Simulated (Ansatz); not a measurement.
PbS under a change: Pb → Se

Base system: PbS in the rock salt structure (space group Fm-3m, No. 225; a = 5.9750 Å).

It is then changed as follows: full substitution Pb → Se, then cell and atoms are relaxed.

All numbers come from r2SCAN (Ansatz, an electronic-structure program; PAW; 500 eV plane waves; no spin-orbit coupling), earlier PAW set. Γ-centred 15×15×15 mesh, Fermi–Dirac width 0.05 eV, for the changed cell.

```json
{
 "volume_per_atom": "19.65 Å³ (base 26.66 Å³)",
 "density": "4.69 g/cm³ (base 7.45 g/cm³)",
 "lattice_parameter_a": "5.397 Å (base 5.975 Å)",
 "space_group": "Fm-3m (No. 225) (base Fm-3m (No. 225))",
 "shortest_interatomic_distance": "2.698 Å (base 2.987 Å)",
 "band_gap": "zero (base 0.70 eV)"
}
```

Final structure:

```
CELL_PARAMETERS angstrom
      0.00000     2.69848     2.69848
      2.69848     0.00000     2.69848
      2.69848     2.69848     0.00000
ATOMIC_POSITIONS crystal
  S  0.00000 0.00000 0.00000
  Se 0.50000 0.50000 0.50000
```

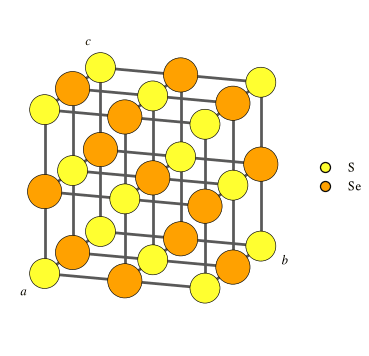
The relaxed conventional cell after the change

Spin-orbit coupling, missing from the scalar runs, can matter with Pb. Stability against distortions was not tested. For SeS in this form, whether it has been made was not checked. All final runs are without spin polarisation.
